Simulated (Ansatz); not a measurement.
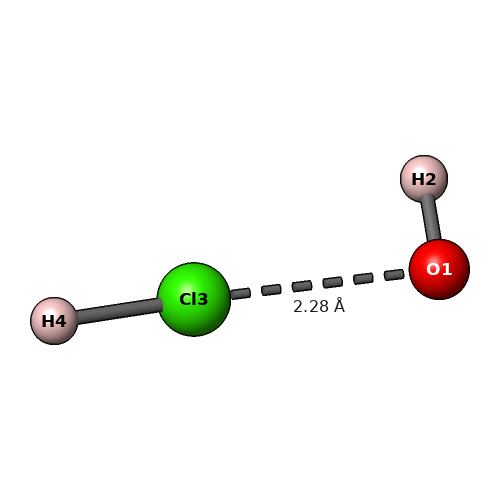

Two molecules or ions; the broken line marks their closest contact (measured against van der Waals radii). Charge −1, singlet. Geometry: a pair of rigid molecules at a changed separation. Program: Ansatz 0.2.0.

### Which two species are they?

HO and HCl (`Cl.[OH-]`).

Give the counterpoise-corrected interaction energy (kJ/mol, monomers kept as in the pair) with RHF-CCSD(T) (frozen core)/def2-TZVPPD; PBE-D4/def2-TZVPPD; B3LYP-D4/def2-TZVPPD; r2SCAN-D4/def2-TZVPPD; PBE0-D4/def2-TZVPPD; ωB97M-V/def2-TZVPPD.

| level | interaction energy (kJ/mol) |
| --- | --- |
| RHF-CCSD(T) (frozen core)/def2-TZVPPD | −1.4 |
| PBE-D4/def2-TZVPPD | −32.3 |
| B3LYP-D4/def2-TZVPPD | −19.0 |
| r2SCAN-D4/def2-TZVPPD | −28.4 |
| PBE0-D4/def2-TZVPPD | −22.4 |
| ωB97M-V/def2-TZVPPD | −9.2 |
